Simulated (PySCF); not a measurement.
# C₂H₁₁AsSSi₂: what the fields show

```yaml
atoms:
  - { symbol: C, position_ang: [2.0924, 1.3961, 0.5892] }
  - { symbol: S, position_ang: [2.2742, -0.3910, 0.2968] }
  - { symbol: Si, position_ang: [0.2971, -0.8935, -0.3634] }
  - { symbol: C, position_ang: [0.2607, -2.7549, -0.5657] }
  - { symbol: As, position_ang: [-1.2778, -0.2270, 1.2938] }
  - { symbol: Si, position_ang: [-1.9641, 1.7311, 0.1551] }
  - { symbol: H, position_ang: [3.0811, 1.7702, 0.8869] }
  - { symbol: H, position_ang: [1.7757, 1.9258, -0.3207] }
  - { symbol: H, position_ang: [1.3817, 1.5986, 1.4036] }
  - { symbol: H, position_ang: [0.0078, -0.2080, -1.6659] }
  - { symbol: H, position_ang: [-0.7096, -3.0789, -0.9719] }
  - { symbol: H, position_ang: [1.0530, -3.0781, -1.2588] }
  - { symbol: H, position_ang: [0.4182, -3.2530, 0.4027] }
  - { symbol: H, position_ang: [-2.3889, -1.0460, 0.6367] }
  - { symbol: H, position_ang: [-2.2292, 1.5054, -1.2985] }
  - { symbol: H, position_ang: [-3.2043, 2.2602, 0.7997] }
  - { symbol: H, position_ang: [-0.8838, 2.7555, 0.2900] }
```

Geometry: PBE0-D3(BJ)/def2-SVP.

Computed with PySCF, B3LYP/def2-SVPD, SCF density, gas phase.

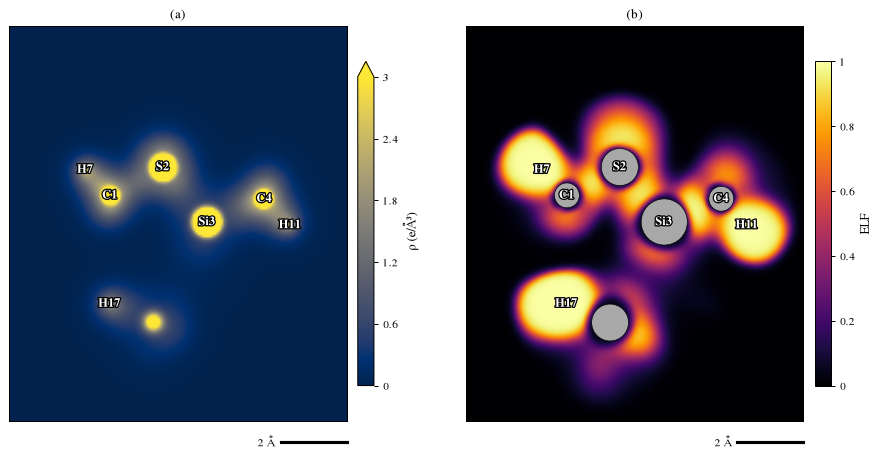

Figure 1. (a) electron density; (b) ELF on the plane of atoms S2, C1 and H7. Grey discs cover the atomic cores in the ELF map.

### What does the map show?

- The plane passes through C, S, Si and H nuclei.
- C–S (1.82 Å): the density is about 1.2 e/Å³ at the midpoint; the ELF peaks at about 0.90 between the atoms, as expected for localised, covalent bonding.
- C–Si (1.87 Å): the density is about 0.96 e/Å³ at the midpoint; the ELF peaks at about 0.95 between the atoms: a shared electron pair.
- Si–S (2.14 Å): ρ at the midpoint is about 0.82 e/Å³; the ELF peaks at about 0.95 between the atoms; a covalent bond.
- C–H (1.10 Å): the density is about 1.9 e/Å³ at the midpoint; the ELF climbs to about 1 towards the hydrogen, as it does in any bond to H; an ordinary covalent bond to hydrogen.
- The ELF also peaks beside S2, away from the bonds: lone-pair regions.

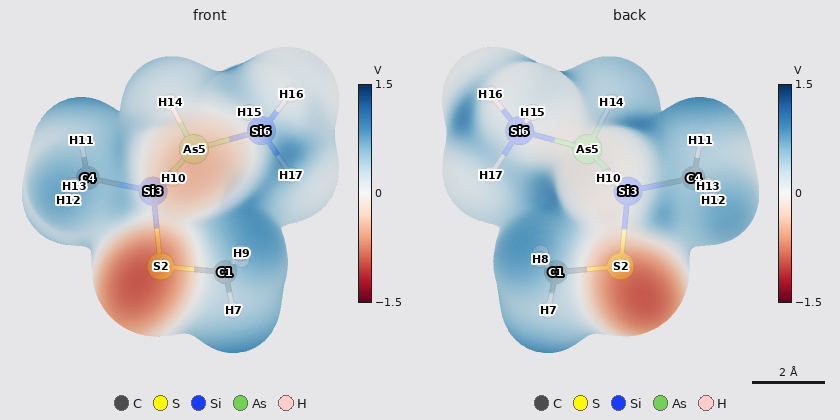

Figure 2. The electrostatic potential painted on the density surface at 0.002 e/bohr³, seen from the front and from behind; the colour scale runs from red (negative) to blue (positive).

### Where is the surface potential most negative and most positive?

The most negative region (about −0.9 V, or −21 kcal/mol for a unit charge) lies over S2, the most positive (about +1.0 V, or +23 kcal/mol for a unit charge) over Si3 and Si6.
